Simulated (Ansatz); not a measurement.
System: BFGaH$_{2}$O (charge +1).

| atom | x (Å) | y (Å) | z (Å) |
| --- | --- | --- | --- |
| B | 0.7134 | 3.4969 | 0.5106 |
| F | 0.8204 | 4.4795 | 1.2836 |
| Ga | 0.4377 | 0.9620 | -1.4834 |
| O | 0.6088 | 2.5361 | -0.2453 |
| H | -0.4965 | 0.0110 | -0.7177 |
| H | 1.3120 | 1.3607 | -2.6836 |

Geometry: B3LYP-D3(BJ)/def2-SVP.

Method: Ansatz 0.2.0, isolated molecule in a Gaussian basis; Kohn-Sham density functional theory, functional PBE0.

What can the converged electron density and electron localisation function tell about the bonding?

B–O (1.23 Å): ρ is about 2.8 e/Å³ halfway; the ELF peaks at about 0.85 between the atoms, as expected for a polar covalent bond.
B–F (1.25 Å): ρ is about 2.7 e/Å³ halfway; the ELF peaks at about 0.85 between the atoms; a short, strongly polar bond.
Ga–O (2.01 Å): ρ is about 0.49 e/Å³ halfway; the ELF peaks at about 0.85 in the valence shell of O, 0.6 Å from its nucleus, and is about 0.15 at the midpoint.
Ga–H (1.54 Å): ρ at the midpoint is about 1.1 e/Å³; the ELF climbs to about 1 towards the hydrogen.

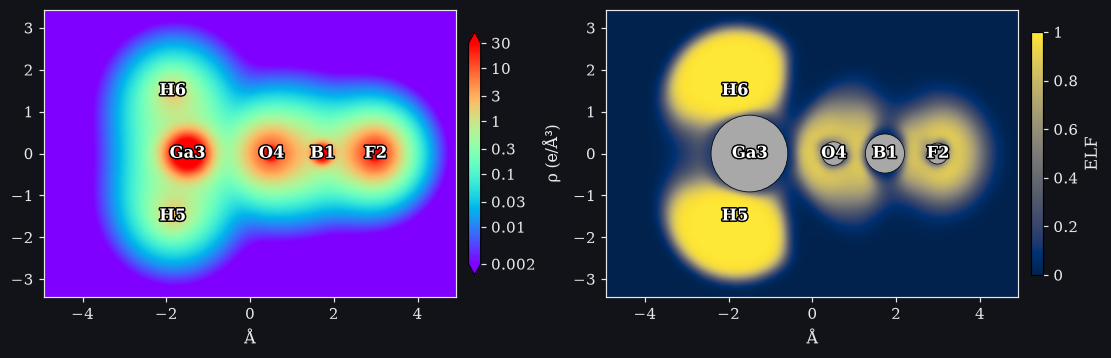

Computed electron density and electron localisation function on the molecular plane, in this order. Grey discs cover the atomic cores in the ELF map. 
